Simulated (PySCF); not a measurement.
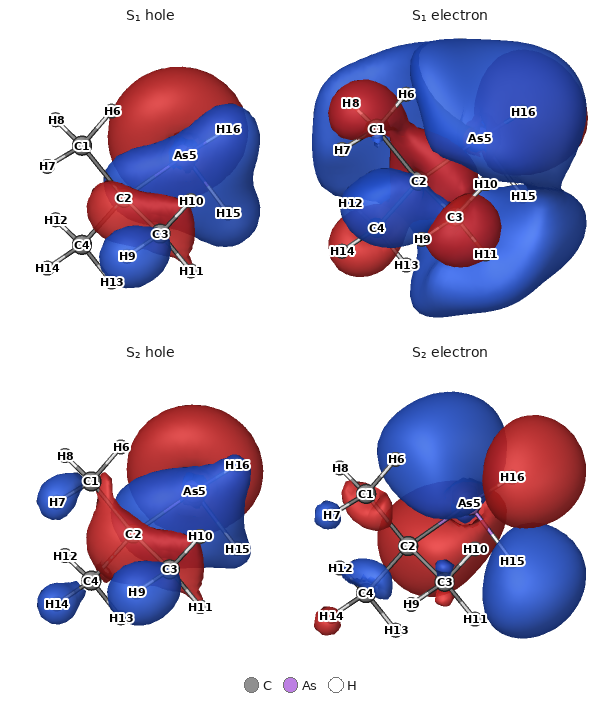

C4H11As, SMILES `CC(C)(C)[AsH2]`. Leading natural transition orbitals (TDA singlet states).

PySCF calculation, PBE0/def2-SVP, gas phase; geometry: GFN2-xTB. No frequency check shows the geometry to be a minimum. GFN2-xTB bond lengths at metals and heavier atoms can be off by up to 0.1 Å and shapes distorted, which carries into these values. Without diffuse functions Rydberg states are missing, so the states' numbers hold for this basis only.

**Describe these excited states.**

By state:
- S₁: 6.63 eV (187 nm), f = 0.098; the leading pair carries 97 %; hole on As5 (65 %), C2 (10 %) and H15 and H16 (6 % each), electron on As5 (39 %), H15 and H16 (9 % each) and C2 (8 %); their centroids lie 0.5 Å apart.
- S₂: 6.95 eV (178 nm), f = 0.032; the leading pair carries 99 %; hole on As5 (57 %), C2 (18 %) and C3 (6 %), electron on As5 (53 %) and H15 and H16 (15 % each); their centroids lie 0.5 Å apart.
